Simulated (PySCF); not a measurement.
**TeO2Cl2: one geometry, several methods**

Aim: at the PBE0 minimum of singlet TeO2Cl2, found before, compare methods on energies and levels.

Computed with PySCF 2.14.0. Level: several methods, basis Te def2-SVP with ECP28, O def2-SVP, Cl def2-SVP, scalar-relativistic core potentials, no spin–orbit coupling, density fitting.

**1. The system as given**

5 atoms, charge 0, spin multiplicity 1.

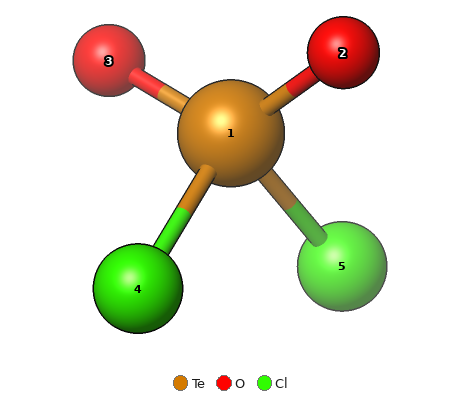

As it starts; tellurium orange, oxygen red, chlorine green; atoms are numbered from 1 in the order of the file.

Coordinates in bohr (charge 0 multiplicity 1):
```
Te   -0.4671   -0.4717   -0.0433
O    -0.0132   -2.8958   -2.3825
O    -3.1010   -0.2491    2.0938
Cl   -0.0680    3.4354   -2.0782
Cl    3.2318   -0.2404    2.3714
```

**2. Fields at the lowest minimum**

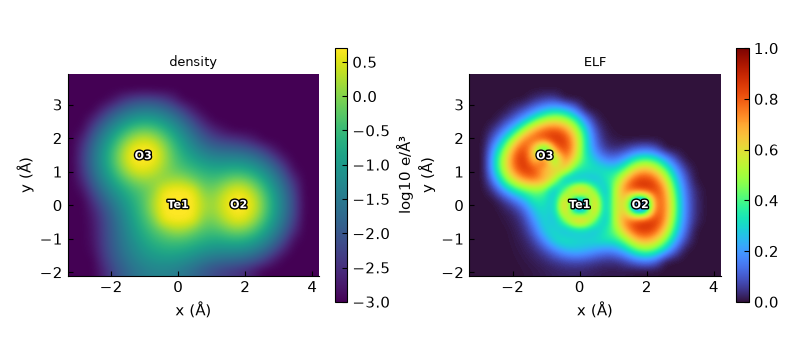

The plane holds Te1 at (0.00, 0.00), O2 at (1.80, 0.00), O3 at (-1.05, 1.46) Å. ELF is set to 0 where the density is under 0.005 e/Å³; an orbital's overall sign is arbitrary. Electrons inside core potentials are absent.

Orbitals, density, ELF and potential are computed afterwards from the orbital file.

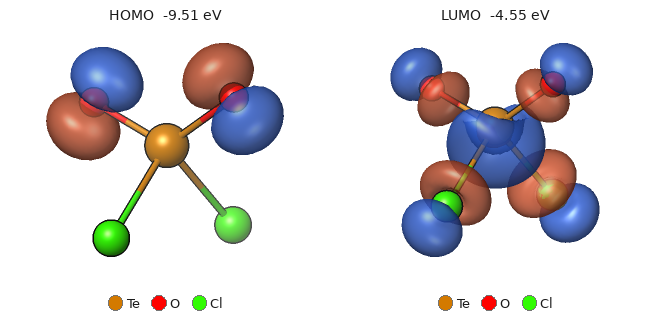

PBE0 orbitals near the gap, drawn at the value that encloses 70 % of each; the two colours are the two signs.

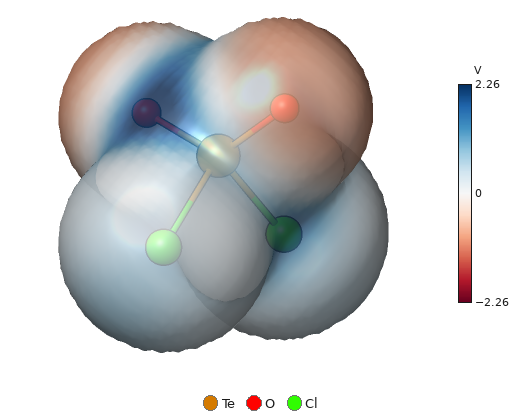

Electrostatic potential on the surface of density 0.002 e/bohr³; red is low, blue high. It runs, from the 1st to the 99th percentile, from -0.93 V near O2 to 2.26 V near Te1.

Making the fields needed 7.7 s of wall time on 2 threads of Intel Xeon at 2.50GHz (Skylake/Cascade Lake), shared host.

**3. PBE0**

One driver script runs all steps and calls PySCF; scf.py shows the equivalent input of each level. Each SCF starts from the density of the minimum. The driver also runs the species with one electron less or more at the same geometry; their logs are not shown.

Contents of scf.py:

```python
from pyscf import gto, scf, dft
mol = gto.M(atom='''
Te    -0.247171    -0.249615    -0.022908
O     -0.006983    -1.532416    -1.260746
O     -1.640961    -0.131820     1.108015
Cl    -0.035967     1.817961    -1.099730
Cl     1.710187    -0.127190     1.254897''',
    basis={'Te': 'def2-SVP', 'O': 'def2-SVP', 'Cl': 'def2-SVP'},
    ecp={'Te': 'def2-SVP'},
    charge=0, spin=0)
mf = dft.RKS(mol, xc='PBE0')
mf.grids.atom_grid = (75, 302)
aux = {'Te': 'def2-universal-JKFIT', 'O': 'def2-universal-JKFIT', 'Cl': 'def2-universal-JKFIT'}
mf = mf.density_fit(auxbasis=aux)
mf.conv_tol = 1e-08
mf.diis_space = 10
mf.max_cycle = 60
mf.verbose = 4
mf.kernel()
```

On the command line:

```console
> OMP_NUM_THREADS=2 python axn.py task.json out
```

Output:

```text
init E= -1337.88697349063
  HOMO = -0.349522604815938  LUMO = -0.16708981397705  gap/eV = 4.96425
cycle= 1 E= -1337.88697349039  delta_E= 2.44e-10  |g|= 3.57e-05  |ddm|= 4.57e-05
  HOMO = -0.349531999047476  LUMO = -0.167091531783669  gap/eV = 4.96446
Extra cycle  E= -1337.8869734887  delta_E= 1.69e-09  |g|= 9.41e-05  |ddm|= 0.00012
converged SCF energy = -1337.8869734887
```

This level, with the species of one electron less or more, took 12 s.

- energy: -1337.886973 Eh
- one electron less (charge +1): -1337.466048 Eh (doublet, ⟨S²⟩ 0.81)
- one electron more (charge -1): -1337.975546 Eh (doublet, ⟨S²⟩ 0.76)
- Mulliken charge of Te1: +1.31 e

**4. HF**

scf.py: that of step 3 with these lines changed.

```diff
@@ -11,2 +11 @@
-mf = dft.RKS(mol, xc='PBE0')
-mf.grids.atom_grid = (75, 302)
+mf = scf.RHF(mol)
```

Output:

```text
init E= -1335.07985793464
  HOMO = -0.490848852945597  LUMO = -0.0228670057082212  gap/eV = 12.73443
cycle= 1 E= -1335.11870199833  delta_E= -0.0388  |g|= 0.119  |ddm|= 0.566
  HOMO = -0.499454075581781  LUMO = -0.0389542837605745  gap/eV = 12.53084
cycle= 2 E= -1335.12182015676  delta_E= -0.00312  |g|= 0.0757  |ddm|= 0.197
  HOMO = -0.506297151414464  LUMO = -0.032128394310682  gap/eV = 12.90279
cycle= 3 E= -1335.1232603475  delta_E= -0.00144  |g|= 0.0256  |ddm|= 0.0856
  HOMO = -0.504479848750135  LUMO = -0.0275729895081511  gap/eV = 12.97730
cycle= 4 E= -1335.12356490302  delta_E= -0.000305  |g|= 0.00762  |ddm|= 0.0451
  HOMO = -0.50567773702419  LUMO = -0.0275351358532987  gap/eV = 13.01092
cycle= 5 E= -1335.12361231946  delta_E= -4.74e-05  |g|= 0.00327  |ddm|= 0.0193
  HOMO = -0.505823592777929  LUMO = -0.0268555403610478  gap/eV = 13.03338
cycle= 6 E= -1335.12362418897  delta_E= -1.19e-05  |g|= 0.00114  |ddm|= 0.0115
  HOMO = -0.505851270492857  LUMO = -0.0266808925595257  gap/eV = 13.03889
cycle= 7 E= -1335.12362540529  delta_E= -1.22e-06  |g|= 0.000298  |ddm|= 0.00401
  HOMO = -0.505896368988158  LUMO = -0.0266953180483895  gap/eV = 13.03972
cycle= 8 E= -1335.12362551472  delta_E= -1.09e-07  |g|= 0.0001  |ddm|= 0.00125
  HOMO = -0.505898441707871  LUMO = -0.0266899685201665  gap/eV = 13.03993
cycle= 9 E= -1335.12362552743  delta_E= -1.27e-08  |g|= 4.19e-05  |ddm|= 0.000355
  HOMO = -0.505901764510737  LUMO = -0.0266902070531572  gap/eV = 13.04001
cycle= 10 E= -1335.12362553006  delta_E= -2.62e-09  |g|= 1.56e-05  |ddm|= 0.000186
  HOMO = -0.505902247952602  LUMO = -0.0266895945230132  gap/eV = 13.04004
Extra cycle  E= -1335.12362553023  delta_E= -1.71e-10  |g|= 1.14e-05  |ddm|= 3.03e-05
converged SCF energy = -1335.12362553023
```

This level, with the species of one electron less or more, took 5.9 s.

```
energy                        : -1335.123626 Eh
one electron less (charge +1) : -1334.749074 Eh (doublet, ⟨S²⟩ 1.12)
one electron more (charge -1) : -1335.188019 Eh (doublet, ⟨S²⟩ 0.80)
Mulliken charge of Te1        : +1.75 e
```

**5. PBE**

scf.py: that of step 4 with these lines changed.

```diff
@@ -11 +11,2 @@
-mf = scf.RHF(mol)
+mf = dft.RKS(mol, xc='PBE')
+mf.grids.atom_grid = (75, 302)
```

Output:

```text
init E= -1337.8272111953
  HOMO = -0.283063532294528  LUMO = -0.198234485886765  gap/eV = 2.30832
cycle= 1 E= -1337.82758026307  delta_E= -0.000369  |g|= 0.145  |ddm|= 0.391
  HOMO = -0.299970798865593  LUMO = -0.19406469634059  gap/eV = 2.88185
cycle= 2 E= -1337.76646928612  delta_E= 0.0611  |g|= 0.534  |ddm|= 0.702
  HOMO = -0.28346813798994  LUMO = -0.190222309419774  gap/eV = 2.53735
cycle= 3 E= -1337.83241460664  delta_E= -0.0659  |g|= 0.0438  |ddm|= 0.522
  HOMO = -0.287215291017797  LUMO = -0.193658086658857  gap/eV = 2.54582
cycle= 4 E= -1337.83283988069  delta_E= -0.000425  |g|= 0.0209  |ddm|= 0.0755
  HOMO = -0.28631323374317  LUMO = -0.193962266375728  gap/eV = 2.51300
cycle= 5 E= -1337.83298218721  delta_E= -0.000142  |g|= 0.00275  |ddm|= 0.0331
  HOMO = -0.286215400876467  LUMO = -0.193777092936628  gap/eV = 2.51537
cycle= 6 E= -1337.83298447035  delta_E= -2.28e-06  |g|= 0.000631  |ddm|= 0.00371
  HOMO = -0.286236545015711  LUMO = -0.193786303819643  gap/eV = 2.51570
cycle= 7 E= -1337.83298454007  delta_E= -6.97e-08  |g|= 0.000386  |ddm|= 0.000678
  HOMO = -0.28623997581415  LUMO = -0.193786306779792  gap/eV = 2.51579
cycle= 8 E= -1337.83298456347  delta_E= -2.34e-08  |g|= 0.000217  |ddm|= 0.000439
  HOMO = -0.286244286355588  LUMO = -0.193784854816464  gap/eV = 2.51595
cycle= 9 E= -1337.83298457436  delta_E= -1.09e-08  |g|= 6.75e-06  |ddm|= 0.000203
  HOMO = -0.286243584852913  LUMO = -0.193784563637799  gap/eV = 2.51594
cycle= 10 E= -1337.83298457438  delta_E= -1.16e-11  |g|= 2.2e-06  |ddm|= 1.54e-05
  HOMO = -0.286244202338785  LUMO = -0.193784695163579  gap/eV = 2.51595
Extra cycle  E= -1337.83298457436  delta_E= 1.27e-11  |g|= 7.57e-06  |ddm|= 1.13e-05
converged SCF energy = -1337.83298457436
```

This level, with the species of one electron less or more, took 29 s.

| Property | Result |
| --- | --- |
| energy | -1337.832985 Eh |
| one electron less (charge +1) | -1337.430256 Eh (doublet, ⟨S²⟩ 0.76) |
| one electron more (charge -1) | -1337.913224 Eh (doublet, ⟨S²⟩ 0.75) |
| Mulliken charge of Te1 | +1.14 e |

**6. B3LYP**

scf.py: that of step 5 with these lines changed.

```diff
@@ -11 +11 @@
-mf = dft.RKS(mol, xc='PBE')
+mf = dft.RKS(mol, xc='B3LYP')
```

Output:

```text
init E= -1338.44434583446
  HOMO = -0.339667695393652  LUMO = -0.176088158822914  gap/eV = 4.45123
cycle= 1 E= -1338.44493124245  delta_E= -0.000585  |g|= 0.0541  |ddm|= 0.138
  HOMO = -0.325251845300187  LUMO = -0.16875477441301  gap/eV = 4.25850
cycle= 2 E= -1338.44206174733  delta_E= 0.00287  |g|= 0.128  |ddm|= 0.152
  HOMO = -0.335158425271656  LUMO = -0.171514414715467  gap/eV = 4.45298
cycle= 3 E= -1338.44542171888  delta_E= -0.00336  |g|= 0.0175  |ddm|= 0.127
  HOMO = -0.334529342868734  LUMO = -0.172258673297442  gap/eV = 4.41561
cycle= 4 E= -1338.44550445777  delta_E= -8.27e-05  |g|= 0.00304  |ddm|= 0.0236
  HOMO = -0.334825233933832  LUMO = -0.172543306747997  gap/eV = 4.41592
cycle= 5 E= -1338.44550708623  delta_E= -2.63e-06  |g|= 0.000432  |ddm|= 0.00465
  HOMO = -0.334791708280558  LUMO = -0.172533076596906  gap/eV = 4.41528
cycle= 6 E= -1338.44550714147  delta_E= -5.52e-08  |g|= 0.00011  |ddm|= 0.000566
  HOMO = -0.334794120867814  LUMO = -0.17253585495412  gap/eV = 4.41527
cycle= 7 E= -1338.44550714401  delta_E= -2.54e-09  |g|= 4.7e-05  |ddm|= 0.000127
  HOMO = -0.334799478709034  LUMO = -0.172535664185887  gap/eV = 4.41542
Extra cycle  E= -1338.44550713901  delta_E= 5e-09  |g|= 0.000158  |ddm|= 0.000175
converged SCF energy = -1338.44550713901
```

This level, with the species of one electron less or more, needed 20 s of wall time on 2 threads of Intel Xeon at 2.50GHz (Skylake/Cascade Lake), shared host.

* energy: -1338.445507 Eh
* one electron less (charge +1): -1338.028781 Eh (doublet, ⟨S²⟩ 0.79)
* one electron more (charge -1): -1338.532050 Eh (doublet, ⟨S²⟩ 0.76)
* Mulliken charge of Te1: +1.28 e

**7. r2SCAN**

scf.py: that of step 6 with these lines changed.

```diff
@@ -11,2 +11,2 @@
-mf = dft.RKS(mol, xc='B3LYP')
-mf.grids.atom_grid = (75, 302)
+mf = dft.RKS(mol, xc='R2SCAN')
+mf.grids.atom_grid = (90, 434)
```

Output:

```text
init E= -1338.3244313329
  HOMO = -0.303531172235875  LUMO = -0.19679926436001  gap/eV = 2.90432
cycle= 1 E= -1338.32602209068  delta_E= -0.00159  |g|= 0.0433  |ddm|= 0.191
  HOMO = -0.312137605591551  LUMO = -0.196516414808642  gap/eV = 3.14621
cycle= 2 E= -1338.32170309962  delta_E= 0.00432  |g|= 0.144  |ddm|= 0.199
  HOMO = -0.304548129366265  LUMO = -0.195528781801158  gap/eV = 2.96657
cycle= 3 E= -1338.32645758106  delta_E= -0.00475  |g|= 0.0135  |ddm|= 0.145
  HOMO = -0.305791871438608  LUMO = -0.196384676568641  gap/eV = 2.97712
cycle= 4 E= -1338.3264994334  delta_E= -4.19e-05  |g|= 0.00583  |ddm|= 0.0232
  HOMO = -0.305436173742171  LUMO = -0.196392984582403  gap/eV = 2.96722
cycle= 5 E= -1338.32651067098  delta_E= -1.12e-05  |g|= 0.000387  |ddm|= 0.0085
  HOMO = -0.305400617111925  LUMO = -0.196351072071039  gap/eV = 2.96739
cycle= 6 E= -1338.32651066699  delta_E= 3.99e-09  |g|= 0.000421  |ddm|= 0.000653
  HOMO = -0.305402317789441  LUMO = -0.196351621874712  gap/eV = 2.96742
cycle= 7 E= -1338.3265107031  delta_E= -3.61e-08  |g|= 0.000138  |ddm|= 0.000435
  HOMO = -0.305409105397845  LUMO = -0.196356228998134  gap/eV = 2.96748
cycle= 8 E= -1338.32651070741  delta_E= -4.31e-09  |g|= 1.85e-05  |ddm|= 0.00012
  HOMO = -0.305412179251755  LUMO = -0.196355323544829  gap/eV = 2.96759
Extra cycle  E= -1338.32651070669  delta_E= 7.22e-10  |g|= 5.8e-05  |ddm|= 8.08e-05
converged SCF energy = -1338.32651070669
```

This level, with the species of one electron less or more, took 54 s.

- energy: -1338.326511 Eh
- one electron less (charge +1): -1337.910985 Eh (doublet, ⟨S²⟩ 0.77)
- one electron more (charge -1): -1338.414930 Eh (doublet, ⟨S²⟩ 0.75)
- Mulliken charge of Te1: +1.29 e

**8. TPSSh**

scf.py: that of step 7 with these lines changed.

```diff
@@ -11 +11 @@
-mf = dft.RKS(mol, xc='R2SCAN')
+mf = dft.RKS(mol, xc='TPSSH')
```

Output:

```text
init E= -1338.29266760515
  HOMO = -0.317067409352837  LUMO = -0.183973252903627  gap/eV = 3.62168
cycle= 1 E= -1338.29374082038  delta_E= -0.00107  |g|= 0.0269  |ddm|= 0.139
  HOMO = -0.322589225295309  LUMO = -0.183074838054949  gap/eV = 3.79638
cycle= 2 E= -1338.29225548783  delta_E= 0.00149  |g|= 0.0841  |ddm|= 0.122
  HOMO = -0.317676668483179  LUMO = -0.182423850432585  gap/eV = 3.68042
cycle= 3 E= -1338.29393944472  delta_E= -0.00168  |g|= 0.00483  |ddm|= 0.082
  HOMO = -0.318198348513873  LUMO = -0.183273516265068  gap/eV = 3.67149
cycle= 4 E= -1338.29394518351  delta_E= -5.74e-06  |g|= 0.00155  |ddm|= 0.00752
  HOMO = -0.318003803673941  LUMO = -0.183125558072113  gap/eV = 3.67022
cycle= 5 E= -1338.29394568603  delta_E= -5.03e-07  |g|= 0.000684  |ddm|= 0.00259
  HOMO = -0.318025214016186  LUMO = -0.183128813820019  gap/eV = 3.67072
cycle= 6 E= -1338.29394580475  delta_E= -1.19e-07  |g|= 0.000355  |ddm|= 0.00101
  HOMO = -0.318028403530486  LUMO = -0.183131216401222  gap/eV = 3.67074
cycle= 7 E= -1338.29394582688  delta_E= -2.21e-08  |g|= 0.000162  |ddm|= 0.000393
  HOMO = -0.318029565857847  LUMO = -0.183133597148434  gap/eV = 3.67071
cycle= 8 E= -1338.29394583276  delta_E= -5.87e-09  |g|= 2.33e-05  |ddm|= 0.000152
  HOMO = -0.318033853157128  LUMO = -0.183133301084922  gap/eV = 3.67083
Extra cycle  E= -1338.293945832  delta_E= 7.58e-10  |g|= 6.21e-05  |ddm|= 8.28e-05
converged SCF energy = -1338.293945832
```

This level, with the species of one electron less or more, took 58 s.

| Item | Value |
| --- | --- |
| energy | -1338.293946 Eh |
| one electron less (charge +1) | -1337.879876 Eh (doublet, ⟨S²⟩ 0.78) |
| one electron more (charge -1) | -1338.379594 Eh (doublet, ⟨S²⟩ 0.76) |
| Mulliken charge of Te1 | +1.29 e |

**9. r2SCAN0**

scf.py: that of step 8 with these lines changed.

```diff
@@ -11 +11 @@
-mf = dft.RKS(mol, xc='TPSSH')
+mf = dft.RKS(mol, xc='HYB_MGGA_XC_R2SCAN0')
```

Output:

```text
init E= -1338.23850860671
  HOMO = -0.362711285086707  LUMO = -0.16625052401443  gap/eV = 5.34597
cycle= 1 E= -1338.23900696153  delta_E= -0.000498  |g|= 0.0334  |ddm|= 0.121
  HOMO = -0.357324246472086  LUMO = -0.168765695681699  gap/eV = 5.13094
cycle= 2 E= -1338.23787980404  delta_E= 0.00113  |g|= 0.0791  |ddm|= 0.114
  HOMO = -0.363018113092795  LUMO = -0.169001033367046  gap/eV = 5.27947
cycle= 3 E= -1338.23927609232  delta_E= -0.0014  |g|= 0.00417  |ddm|= 0.0751
  HOMO = -0.362291934953611  LUMO = -0.168231126384462  gap/eV = 5.28066
cycle= 4 E= -1338.23928013049  delta_E= -4.04e-06  |g|= 0.00145  |ddm|= 0.0065
  HOMO = -0.362403441864636  LUMO = -0.168198110069248  gap/eV = 5.28460
cycle= 5 E= -1338.23928075156  delta_E= -6.21e-07  |g|= 0.000354  |ddm|= 0.0023
  HOMO = -0.36240401714655  LUMO = -0.16820052029442  gap/eV = 5.28455
cycle= 6 E= -1338.23928079473  delta_E= -4.32e-08  |g|= 0.000101  |ddm|= 0.000582
  HOMO = -0.36240402447454  LUMO = -0.168196389381706  gap/eV = 5.28466
cycle= 7 E= -1338.23928079367  delta_E= 1.06e-09  |g|= 0.000133  |ddm|= 0.000204
  HOMO = -0.362404209674231  LUMO = -0.168195029808366  gap/eV = 5.28470
cycle= 8 E= -1338.23928079766  delta_E= -3.99e-09  |g|= 1.57e-05  |ddm|= 0.000125
  HOMO = -0.36240455541301  LUMO = -0.168195403591383  gap/eV = 5.28470
Extra cycle  E= -1338.23928079746  delta_E= 1.98e-10  |g|= 3.43e-05  |ddm|= 4.14e-05
converged SCF energy = -1338.23928079746
```

This level, with the species of one electron less or more, took 55 s.

```
energy                        : -1338.239281 Eh
one electron less (charge +1) : -1337.815130 Eh (doublet, ⟨S²⟩ 0.85)
one electron more (charge -1) : -1338.333375 Eh (doublet, ⟨S²⟩ 0.76)
Mulliken charge of Te1        : +1.39 e
```

**10. M06-L**

scf.py: that of step 9 with these lines changed.

```diff
@@ -11 +11 @@
-mf = dft.RKS(mol, xc='HYB_MGGA_XC_R2SCAN0')
+mf = dft.RKS(mol, xc='M06L')
```

Output:

```text
init E= -1338.51591922259
  HOMO = -0.30329839743957  LUMO = -0.193608761630315  gap/eV = 2.98481
cycle= 1 E= -1338.51890665025  delta_E= -0.00299  |g|= 0.056  |ddm|= 0.257
  HOMO = -0.30753427467072  LUMO = -0.196654710786454  gap/eV = 3.01719
cycle= 2 E= -1338.51682748371  delta_E= 0.00208  |g|= 0.099  |ddm|= 0.21
  HOMO = -0.304015913267869  LUMO = -0.194461794388666  gap/eV = 2.98112
cycle= 3 E= -1338.51990832277  delta_E= -0.00308  |g|= 0.01  |ddm|= 0.136
  HOMO = -0.305602458710345  LUMO = -0.195276185744625  gap/eV = 3.00213
cycle= 4 E= -1338.51990319242  delta_E= 5.13e-06  |g|= 0.0102  |ddm|= 0.0184
  HOMO = -0.304995777993566  LUMO = -0.195237516212849  gap/eV = 2.98667
cycle= 5 E= -1338.51992921335  delta_E= -2.6e-05  |g|= 0.00135  |ddm|= 0.0126
  HOMO = -0.304954979711001  LUMO = -0.195137397511175  gap/eV = 2.98829
cycle= 6 E= -1338.51992954457  delta_E= -3.31e-07  |g|= 0.000782  |ddm|= 0.00176
  HOMO = -0.304958704327895  LUMO = -0.195136651371421  gap/eV = 2.98841
cycle= 7 E= -1338.51992966898  delta_E= -1.24e-07  |g|= 0.000267  |ddm|= 0.000875
  HOMO = -0.304961216467053  LUMO = -0.195143096136768  gap/eV = 2.98830
cycle= 8 E= -1338.51992968551  delta_E= -1.65e-08  |g|= 2.36e-05  |ddm|= 0.000248
  HOMO = -0.304963930152537  LUMO = -0.195145140799262  gap/eV = 2.98832
cycle= 9 E= -1338.51992968567  delta_E= -1.61e-10  |g|= 4.32e-06  |ddm|= 3.77e-05
  HOMO = -0.304963312885188  LUMO = -0.195144787581668  gap/eV = 2.98831
Extra cycle  E= -1338.51992968566  delta_E= 6.37e-12  |g|= 5.72e-06  |ddm|= 1.33e-05
converged SCF energy = -1338.51992968566
```

This level, with the species of one electron less or more, needed 61 s of wall time on 2 threads of Intel Xeon at 2.50GHz (Skylake/Cascade Lake), shared host.

| Property | Result |
| --- | --- |
| energy | -1338.519930 Eh |
| one electron less (charge +1) | -1338.104119 Eh (doublet, ⟨S²⟩ 0.77) |
| one electron more (charge -1) | -1338.605882 Eh (doublet, ⟨S²⟩ 0.75) |
| Mulliken charge of Te1 | +1.51 e |

**11. All levels side by side**

| level | atomisation energy (kJ/mol) | vertical ionisation energy (eV) | vertical electron affinity (eV) | −ε(HOMO) (eV) | gap (eV) | dipole (D) | wall time |
| --- | --- | --- | --- | --- | --- | --- | --- |
| PBE0 | 982 | 11.45 | 2.41 | 9.51 | 4.96 | 1.53 | 12 s |
| HF | 126 | 10.19 | 1.75 | 13.77 | 13.04 | 2.04 | 5.9 s |
| PBE | 1171 | 10.96 | 2.18 | 7.79 | 2.52 | 1.34 | 29 s |
| B3LYP | 965 | 11.34 | 2.35 | 9.11 | 4.42 | 1.55 | 20 s |
| r2SCAN | – | 11.31 | 2.41 | 8.31 | 2.97 | 1.35 | 54 s |
| TPSSh | 1009 | 11.27 | 2.33 | 8.65 | 3.67 | 1.33 | 58 s |
| r2SCAN0 | – | 11.54 | 2.56 | 9.86 | 5.28 | 1.56 | 55 s |
| M06-L | – | 11.31 | 2.34 | 8.30 | 2.99 | 1.17 | 61 s |

Times are for 2 threads of Intel Xeon at 2.50GHz (Skylake/Cascade Lake), shared host; PBE0 starts from its own converged density, so its time is not comparable. A dash stands where a species or a free atom was not run at that level, or the quantity is not defined.

Atomisation goes to high-spin atoms in their ground configurations, run at the same level, without zero-point energy.

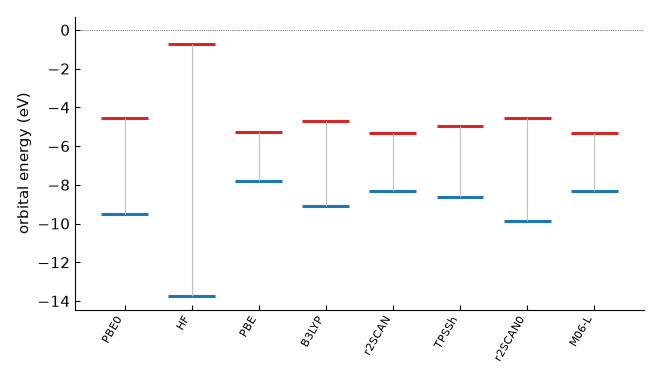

Highest occupied (blue) and lowest empty (red) levels by method.

**12. What came out**

```
                         quantity                             value
        atomisation energy, range     126 (HF) to 1171 (PBE) kJ/mol
vertical ionisation energy, range  10.19 (HF) to 11.54 (r2SCAN0) eV
vertical electron affinity, range    1.75 (HF) to 2.56 (r2SCAN0) eV
               orbital gap, range       2.52 (PBE) to 13.04 (HF) eV
```

**Reading.** The atomisation energy spreads over 1045 kJ/mol, from HF to PBE; without a CCSD(T) value for it there is no yardstick here. Spin contamination is strong in at least one of the open-shell species at HF. Without diffuse functions electron affinities tend to come out too low.  Spin–orbit coupling is left out.
